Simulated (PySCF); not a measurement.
Breaking a bond: SMILES O=C=C, singlet. The C1–C4 bond (C1 also carries H, H; C4 carries O) is pulled apart rigidly from the PBE0/def2-TZVP optimised geometry.

```
5

C      0.0000     0.0000     0.0000
H      0.0000     0.9402    -0.5308
H     -0.0002    -0.9402    -0.5309
C      0.0000     0.0000     1.3069
O      0.0000     0.0003     2.4634
```

Computed with: RKS-PBE0 = restricted PBE0/cc-pVDZ (PySCF); UMP2 = MP2 on UHF/cc-pVDZ, 3 core orbitals frozen (PySCF); RKS-BHandHLYP = restricted BHandHLYP/cc-pVDZ (PySCF); RCCSD(T) = CCSD(T) on RHF/cc-pVDZ, 3 core orbitals frozen (PySCF); UKS-PBE0 = unrestricted PBE0/cc-pVDZ run with PySCF.

Energies are in mEh, each relative to the lowest point of its own curve near equilibrium.

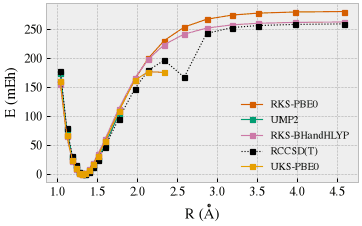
*Energy against bond length for each method.*

```tsv
R / Å	RKS-PBE0	UMP2	RKS-BHandHLYP	RCCSD(T)	UKS-PBE0
1.04	159.6	174.5	155.1	176.8	159.6
1.12	67.6	77.0	64.4	78.8	67.6
1.19	24.1	29.6	22.1	30.8	24.1
1.23	10.3	13.9	9.0	14.8	10.3
1.28	1.6	3.0	1.1	3.5	1.6
1.31	0.0	0.2	0.0	0.5	0.0
1.35	1.2	0.0	1.9	0.0	1.2
1.40	7.0	4.2	8.4	3.8	7.0
1.45	16.3	12.2	18.4	11.3	16.3
1.51	30.8	25.3	33.6	23.8	30.8
1.60	56.3	49.8	60.0	46.8	56.3
1.77	108.0	102.7	112.1	94.8	108.0
1.97	162.7	—	164.7	146.2	161.1
2.14	199.3	—	197.5	178.5	176.4
2.34	230.0	—	223.0	196.0	174.9
2.59	253.2	—	241.1	166.7	—
2.87	266.7	—	251.4	242.3	—
3.19	274.0	—	257.1	252.4	—
3.51	277.3	—	259.8	255.9	—
3.97	279.2	—	261.3	257.8	—
4.59	280.1	—	262.0	258.7	—
```

At the longest distance, 4.59 Å, RKS-PBE0 lies highest above its minimum (280.1 mEh) and RCCSD(T) lowest (258.7 mEh).

Dashes: no converged value, or the column stops at the first point that the program doubted or that broke a chosen test of continuity, which isn't proof of a fault.

The restricted form behind RKS-PBE0, RKS-BHandHLYP keeps the bonding electrons paired and can't separate into open-shell fragments. The unrestricted determinant behind UMP2, UKS-PBE0 is spin-contaminated at 1.97 to 4.59 Å (<S²> up to 1.0, against 0.00 for a pure singlet). The unrestricted solution behind UKS-PBE0 changes between 1.97 and 2.14 Å, which can leave a kink.
